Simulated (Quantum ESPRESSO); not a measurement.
# Magnetic state of NiS2 (Vaesite) from several starts

Does NiS2 (Vaesite) prefer parallel or opposed moments?

Program: Quantum ESPRESSO 7.5. Level of theory: LDA with U = 6 eV on Ni d (ortho-atomic projectors); plane waves with GBRV 1.5 LDA potentials, no spin-orbit coupling. Results are calculated unless marked as measured.

## (1) The structure

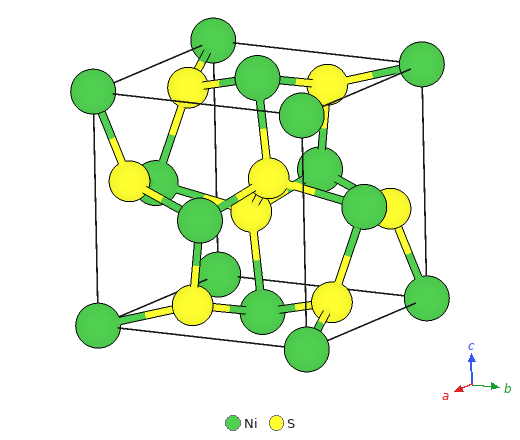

The starting structure, seen slightly off an axis (nickel green, sulfur yellow). Bonds to atoms that aren't drawn are left out. Some periodic images of atoms are drawn too.

Structure file:

```cif
data_structure
_symmetry_space_group_name_H-M 'P 1'
_symmetry_Int_Tables_number 1
_cell_length_a 5.6873
_cell_length_b 5.6873
_cell_length_c 5.6873
_cell_angle_alpha 90.000
_cell_angle_beta 90.000
_cell_angle_gamma 90.000
_cell_volume 183.96
loop_
_atom_site_label
_atom_site_type_symbol
_atom_site_fract_x
_atom_site_fract_y
_atom_site_fract_z
_atom_site_occupancy
Ni1 Ni 0.00000 0.00000 0.00000 1
Ni2 Ni 0.50000 0.00000 0.50000 1
Ni3 Ni 0.50000 0.50000 0.00000 1
Ni4 Ni 0.00000 0.50000 0.50000 1
S5 S 0.39550 0.39550 0.39550 1
S6 S 0.10450 0.60450 0.89550 1
S7 S 0.89550 0.10450 0.60450 1
S8 S 0.60450 0.89550 0.10450 1
S9 S 0.60450 0.60450 0.60450 1
S10 S 0.89550 0.39550 0.10450 1
S11 S 0.10450 0.89550 0.39550 1
S12 S 0.39550 0.10450 0.89550 1
```

The cell comes from the Crystallography Open Database.

## (2) Start 1: ferro ++++

The signs are those of the starting moments on the seeded atoms, the atoms that are given a moment.

File pw.in:

```
&CONTROL
  calculation = 'scf'
  prefix = 'pwscf'
  outdir = './tmp'
  pseudo_dir = './pseudo'
  disk_io = 'nowf'
/
&SYSTEM
  ibrav = 0
  nat = 12
  ntyp = 2
  ecutwfc = 40
  ecutrho = 280
  nbnd = 80
  occupations = 'smearing'
  smearing = 'fd'
  degauss = 0.00367493
  nspin = 2
  starting_magnetization(1) = 0.1111
  starting_magnetization(2) = 0
/
&ELECTRONS
  conv_thr = 2.4d-08
  electron_maxstep = 150
  mixing_beta = 0.3
/
ATOMIC_SPECIES
Ni     58.6934 ni_lda_v1.4.uspp.F.UPF
S      32.0600 s_lda_v1.4.uspp.F.UPF
CELL_PARAMETERS angstrom
   5.6873000000    0.0000000000    0.0000000000
   0.0000000000    5.6873000000    0.0000000000
   0.0000000000    0.0000000000    5.6873000000
ATOMIC_POSITIONS crystal
Ni      0.0000000000    0.0000000000    0.0000000000
Ni      0.5000000000    0.0000000000    0.5000000000
Ni      0.5000000000    0.5000000000    0.0000000000
Ni      0.0000000000    0.5000000000    0.5000000000
S       0.3955000000    0.3955000000    0.3955000000
S       0.1045000000    0.6045000000    0.8955000000
S       0.8955000000    0.1045000000    0.6045000000
S       0.6045000000    0.8955000000    0.1045000000
S       0.6045000000    0.6045000000    0.6045000000
S       0.8955000000    0.3955000000    0.1045000000
S       0.1045000000    0.8955000000    0.3955000000
S       0.3955000000    0.1045000000    0.8955000000
K_POINTS automatic
4 4 4 0 0 0
HUBBARD {ortho-atomic}
U Ni-3d 6.0000
```

The run is started by

```
$ OMP_NUM_THREADS=1 mpirun -n 4 pw.x -nk 4 -in pw.in > pw.out
```

Output:

```text
Program PWSCF v.7.5 starts

     Message from routine setup:
     using ibrav=0 with symmetry is DISCOURAGED, use correct ibrav instead

     K-points division:     npool     =       4
     Subspace diagonalization in iterative solution of the eigenvalue problem:

     G-vector sticks info
     --------------------
     sticks:   dense  smooth     PW     G-vecs:    dense   smooth      PW
     Sum        2569    1481    429                98289    42499    6667

     Using Slab Decomposition

     bravais-lattice index     =            0
     lattice parameter (alat)  =      10.7474  a.u.
     unit-cell volume          =    1241.4094 (a.u.)^3
     number of atoms/cell      =           12
     number of atomic types    =            2
     number of electrons       =       120.00
     number of Kohn-Sham states=           80
     kinetic-energy cutoff     =      40.0000  Ry
     charge density cutoff     =     280.0000  Ry
     scf convergence threshold =      2.4E-08
     mixing beta               =       0.3000
     number of iterations used =            8  plain     mixing
     Exchange-correlation=  SLA  PZ   NOGX NOGC
                           (   1   1   0   0   0   0   0)
     Hubbard projectors: ortho-atomic
     Hubbard parameters of DFT+U (Dudarev formulation) in eV:
     U(Ni-3d) =  6.0000

     Internal variables: lda_plus_u =T, lda_plus_u_kind = 0

     Internal variables: orbital_resolved =F, hub_pot_fix =F, apply_U = F

     celldm(1)=  10.747439  celldm(2)=   0.000000  celldm(3)=   0.000000
     celldm(4)=   0.000000  celldm(5)=   0.000000  celldm(6)=   0.000000

     crystal axes: (cart. coord. in units of alat)
               a(1) = (   1.000000   0.000000   0.000000 )
               a(2) = (   0.000000   1.000000   0.000000 )
               a(3) = (   0.000000   0.000000   1.000000 )

     reciprocal axes: (cart. coord. in units 2 pi/alat)
               b(1) = (  1.000000  0.000000  0.000000 )
               b(2) = (  0.000000  1.000000  0.000000 )
               b(3) = (  0.000000  0.000000  1.000000 )

     PseudoPot. # 1 for Ni read from file:
     ni_lda_v1.4.uspp.F.UPF
     Pseudo is Ultrasoft + core correction, Zval = 18.0
     Generated by new atomic code, or converted to UPF format
     Using radial grid of  865 points,  6 beta functions with:
                l(1) =   0
                l(2) =   0
                l(3) =   1
                l(4) =   1
                l(5) =   2
                l(6) =   2
     Q(r) pseudized with 10 coefficients,  rinner =    0.980   0.980   0.980
                                                       0.980   0.980

     PseudoPot. # 2 for S  read from file:
     s_lda_v1.4.uspp.F.UPF
     Pseudo is Ultrasoft + core correction, Zval =  6.0
     Generated by new atomic code, or converted to UPF format
     Using radial grid of  907 points,  6 beta functions with:
                l(1) =   0
                l(2) =   0
                l(3) =   1
                l(4) =   1
                l(5) =   2
                l(6) =   2
     Q(r) pseudized with  8 coefficients,  rinner =    1.300   1.300   1.300
                                                       1.300   1.300

     atomic species   valence    mass     pseudopotential
     Ni               18.00    58.69340     Ni( 1.00)
     S                 6.00    32.06000     S ( 1.00)

     Starting magnetic structure
     atomic species   magnetization
     Ni              0.111
     S               0.000

     24 Sym. Ops., with inversion, found (18 have fractional translation)

   Cartesian axes

     site n.     atom                  positions (alat units)
         1        Ni     tau(   1) = (   0.0000000   0.0000000   0.0000000  )
         2        Ni     tau(   2) = (   0.5000000   0.0000000   0.5000000  )
         3        Ni     tau(   3) = (   0.5000000   0.5000000   0.0000000  )
         4        Ni     tau(   4) = (   0.0000000   0.5000000   0.5000000  )
         5        S      tau(   5) = (   0.3955000   0.3955000   0.3955000  )
         6        S      tau(   6) = (   0.1045000   0.6045000   0.8955000  )
         7        S      tau(   7) = (   0.8955000   0.1045000   0.6045000  )
         8        S      tau(   8) = (   0.6045000   0.8955000   0.1045000  )
         9        S      tau(   9) = (   0.6045000   0.6045000   0.6045000  )
        10        S      tau(  10) = (   0.8955000   0.3955000   0.1045000  )
        11        S      tau(  11) = (   0.1045000   0.8955000   0.3955000  )
        12        S      tau(  12) = (   0.3955000   0.1045000   0.8955000  )

     number of k points=    11  Fermi-Dirac smearing, width (Ry)=  0.0037
                       cart. coord. in units 2pi/alat
        k(    1) = (   0.0000000   0.0000000   0.0000000), wk =   0.0156250
        k(    2) = (   0.0000000   0.0000000   0.2500000), wk =   0.0937500
        k(    3) = (   0.0000000   0.0000000  -0.5000000), wk =   0.0468750
        k(    4) = (   0.0000000   0.2500000   0.2500000), wk =   0.1875000
        k(    5) = (   0.0000000   0.2500000  -0.5000000), wk =   0.0937500
        [... 6 further k-points ...]

     Dense  grid:    98289 G-vectors     FFT dimensions: (  60,  60,  60)

     Smooth grid:    42499 G-vectors     FFT dimensions: (  48,  48,  48)

     Check: negative core charge=   -0.000007
     Generating pointlists ...
     new r_m :   0.1742 (alat units)  1.8718 (a.u.) for type    1
     new r_m :   0.1493 (alat units)  1.6049 (a.u.) for type    2

     Initial potential from superposition of free atoms

     starting charge     111.9997, renormalised to     120.0000

     STARTING HUBBARD OCCUPATIONS:

     =================== HUBBARD OCCUPATIONS ===================
     ------------------------ ATOM    1 ------------------------
     Tr[ns(  1)] (up, down, total) =   5.00000  3.00000  8.00000
     Atomic magnetic moment for atom   1 =   2.00000
     [... lines left out ...]
     ------------------------ ATOM    2 ------------------------
     Tr[ns(  2)] (up, down, total) =   5.00000  3.00000  8.00000
     Atomic magnetic moment for atom   2 =   2.00000
     [... lines left out ...]
     ------------------------ ATOM    3 ------------------------
     Tr[ns(  3)] (up, down, total) =   5.00000  3.00000  8.00000
     Atomic magnetic moment for atom   3 =   2.00000
     [... lines left out ...]
     ------------------------ ATOM    4 ------------------------
     Tr[ns(  4)] (up, down, total) =   5.00000  3.00000  8.00000
     Atomic magnetic moment for atom   4 =   2.00000
     [... lines left out ...]
     Number of occupied Hubbard levels =   32.0000

     Atomic wfc used for Hubbard projectors are orthogonalized

     Starting wfcs are   84 randomized atomic wfcs

     Self-consistent Calculation

     iteration #  1     ecut=    40.00 Ry     beta= 0.30
     Davidson diagonalization with overlap
     ethr =  1.00E-02,  avg # of iterations =  5.5

     =================== HUBBARD OCCUPATIONS ===================
     ------------------------ ATOM    1 ------------------------
     Tr[ns(  1)] (up, down, total) =   1.79916  0.59655  2.39571
     Atomic magnetic moment for atom   1 =   1.20261
     [... lines left out ...]
     ------------------------ ATOM    2 ------------------------
     Tr[ns(  2)] (up, down, total) =   1.79916  0.59655  2.39571
     Atomic magnetic moment for atom   2 =   1.20261
     [... lines left out ...]
     ------------------------ ATOM    3 ------------------------
     Tr[ns(  3)] (up, down, total) =   1.79916  0.59655  2.39571
     Atomic magnetic moment for atom   3 =   1.20261
     [... lines left out ...]
     ------------------------ ATOM    4 ------------------------
     Tr[ns(  4)] (up, down, total) =   1.79916  0.59655  2.39571
     Atomic magnetic moment for atom   4 =   1.20261
     [... lines left out ...]
     Number of occupied Hubbard levels =    9.5828

     total energy              =   -1511.41255532 Ry
     estimated scf accuracy    <     153.06453516 Ry

     total magnetization       =     4.84 Bohr mag/cell
     absolute magnetization    =     5.56 Bohr mag/cell

     iteration #  2     ecut=    40.00 Ry     beta= 0.30
     Davidson diagonalization with overlap
     ethr =  1.00E-02,  avg # of iterations =  3.5

     total energy              =   -1562.20928576 Ry
     estimated scf accuracy    <      79.43200025 Ry

     total magnetization       =     0.30 Bohr mag/cell
     absolute magnetization    =     0.42 Bohr mag/cell

     iteration #  3     ecut=    40.00 Ry     beta= 0.30
     Davidson diagonalization with overlap
     ethr =  1.00E-02,  avg # of iterations =  2.0

     total energy              =   -1561.76545678 Ry
     estimated scf accuracy    <      22.33265400 Ry

     total magnetization       =     0.71 Bohr mag/cell
     absolute magnetization    =     0.78 Bohr mag/cell

     [... further iterations left out ...]

     iteration # 19     ecut=    40.00 Ry     beta= 0.30
     Davidson diagonalization with overlap
     ethr =  1.83E-08,  avg # of iterations =  1.6

     total energy              =   -1565.06976818 Ry
     estimated scf accuracy    <       0.00000039 Ry

     total magnetization       =     7.74 Bohr mag/cell
     absolute magnetization    =     7.78 Bohr mag/cell

     iteration # 20     ecut=    40.00 Ry     beta= 0.30
     Davidson diagonalization with overlap
     ethr =  3.26E-10,  avg # of iterations =  4.6

     total energy              =   -1565.06976862 Ry
     estimated scf accuracy    <       0.00000138 Ry

     total magnetization       =     7.74 Bohr mag/cell
     absolute magnetization    =     7.78 Bohr mag/cell

     iteration # 21     ecut=    40.00 Ry     beta= 0.30
     Davidson diagonalization with overlap
     ethr =  3.26E-10,  avg # of iterations =  2.0

     total energy              =   -1565.06976878 Ry
     estimated scf accuracy    <       0.00000016 Ry

     total magnetization       =     7.74 Bohr mag/cell
     absolute magnetization    =     7.78 Bohr mag/cell

     iteration # 22     ecut=    40.00 Ry     beta= 0.30
     Davidson diagonalization with overlap
     ethr =  1.35E-10,  avg # of iterations =  2.1

     Magnetic moment per site  (integrated on atomic sphere of radius R)
     atom   1 (R=0.174)  charge= 16.3714  magn=  1.4393
     atom   2 (R=0.174)  charge= 16.3714  magn=  1.4393
     atom   3 (R=0.174)  charge= 16.3714  magn=  1.4393
     atom   4 (R=0.174)  charge= 16.3714  magn=  1.4393
     atom   5 (R=0.149)  charge=  3.0718  magn=  0.1395
     atom   6 (R=0.149)  charge=  3.0718  magn=  0.1395
     atom   7 (R=0.149)  charge=  3.0718  magn=  0.1395
     atom   8 (R=0.149)  charge=  3.0718  magn=  0.1395
     atom   9 (R=0.149)  charge=  3.0718  magn=  0.1395
     atom  10 (R=0.149)  charge=  3.0718  magn=  0.1395
     atom  11 (R=0.149)  charge=  3.0718  magn=  0.1395
     atom  12 (R=0.149)  charge=  3.0718  magn=  0.1395

     End of self-consistent calculation

     =================== HUBBARD OCCUPATIONS ===================
     ------------------------ ATOM    1 ------------------------
     Tr[ns(  1)] (up, down, total) =   4.93637  3.52966  8.46603
     Atomic magnetic moment for atom   1 =   1.40671
     [... lines left out ...]
     ------------------------ ATOM    2 ------------------------
     Tr[ns(  2)] (up, down, total) =   4.93637  3.52966  8.46603
     Atomic magnetic moment for atom   2 =   1.40671
     [... lines left out ...]
     ------------------------ ATOM    3 ------------------------
     Tr[ns(  3)] (up, down, total) =   4.93637  3.52966  8.46603
     Atomic magnetic moment for atom   3 =   1.40671
     [... lines left out ...]
     ------------------------ ATOM    4 ------------------------
     Tr[ns(  4)] (up, down, total) =   4.93637  3.52966  8.46603
     Atomic magnetic moment for atom   4 =   1.40671
     [... lines left out ...]
     Number of occupied Hubbard levels =   33.8641

     [... lines left out ...]
     the Fermi energy is    10.7999 ev

!    total energy              =   -1565.06976884 Ry
     estimated scf accuracy    <          1.1E-09 Ry
     smearing contrib. (-TS)   =      -0.00165370 Ry
     internal energy E=F+TS    =   -1565.06811513 Ry

     The total energy is F=E-TS. E is the sum of the following terms:
     one-electron contribution =   -1139.94888600 Ry
     hartree contribution      =     625.28969654 Ry
     xc contribution           =    -207.87842481 Ry
     ewald contribution        =    -843.03265995 Ry
     Hubbard energy            =       0.50215909 Ry

     total magnetization       =     7.74 Bohr mag/cell
     absolute magnetization    =     7.78 Bohr mag/cell

     convergence has been achieved in  22 iterations

=------------------------------------------------------------------------------=
   JOB DONE.
=------------------------------------------------------------------------------=
```

Elapsed: 2.1 min, on 4 MPI ranks of Intel Xeon Platinum 8488C (Sapphire Rapids), shared host; peak memory 1 GiB; 8.4 min of CPU time.

Spin moment in the atom's sphere by atom:

```
atom  spin moment in the atom's sphere (μB)
 Ni1                                   1.44
 Ni2                                   1.44
 Ni3                                   1.44
 Ni4                                   1.44
  S5                                   0.14
  S6                                   0.14
  S7                                   0.14
  S8                                   0.14
  S9                                   0.14
 S10                                   0.14
 S11                                   0.14
 S12                                   0.14
```

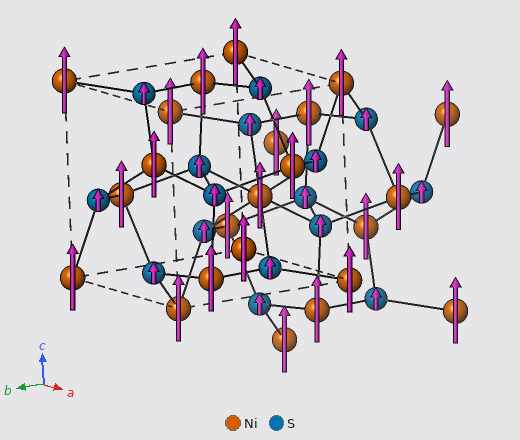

Spin moment in the atom's sphere as arrows, the longest 1.44 μB. Up and down stand for the sign. Arrows give size and sign along the axis of quantisation, drawn up and down the page. Each arrow also spans its atom, so small moments look longer than they are. Bonds to atoms that aren't drawn are left out. 2×1×1 cells are drawn. Some periodic images of atoms are drawn too.

Read from the output:

```
smearing term TS       : 0.02250 eV
magnetization          : 7.737 μB
absolute magnetization : 7.784 μB
final state            : ferromagnetic
```

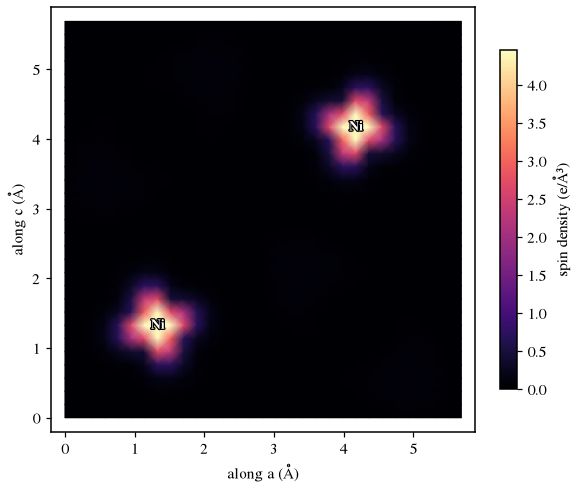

Spin density in the ac plane at fractional y = 0.000, with atoms of Ni within 0.2 Å of it. The map starts off the cell's origin, so that atoms lie inside it.

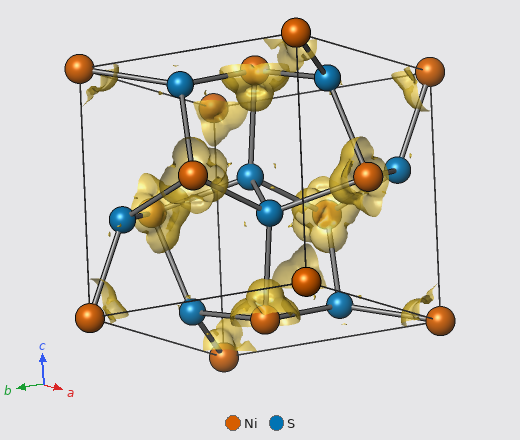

Surface of spin density = 0.092 e/Å³, which holds about 70 % of the integral of its size. Bonds to atoms that aren't drawn are left out.

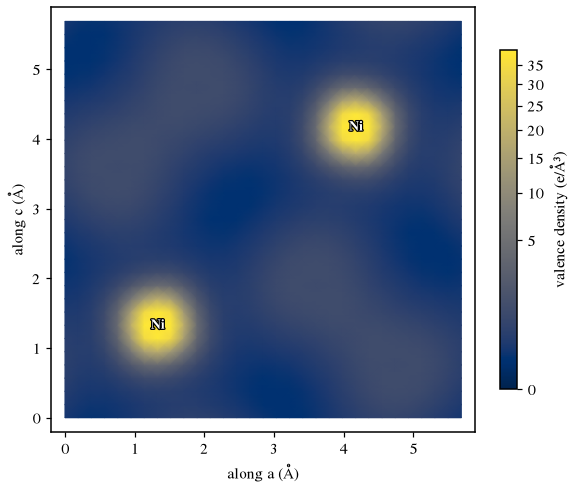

Valence density in the ac plane at fractional y = 0.000, with atoms of Ni within 0.2 Å of it. It is the smooth field of the valence electrons, not physical close to the nuclei. The map starts off the cell's origin, so that atoms lie inside it. The colour scale is stretched toward low values.

(Continued in part 2 of 2.)

[Logs and program files are shortened in this print: banners, set-up blocks, solver, clock and traceback lines can be left out without a mark of their own.]

[Logs are printed without paths, hosts, clocks, repeated set-up lines and the standing remarks that a program may print on its own settings, such as how far it seeks lower states.]

[Hosts, paths, dates, database ids (printed as entryN), source tags and the programs' standing remarks are cut or masked in the printed files.]

[Where a cell is said to come from a database of computed structures, the database is the Materials Project.]
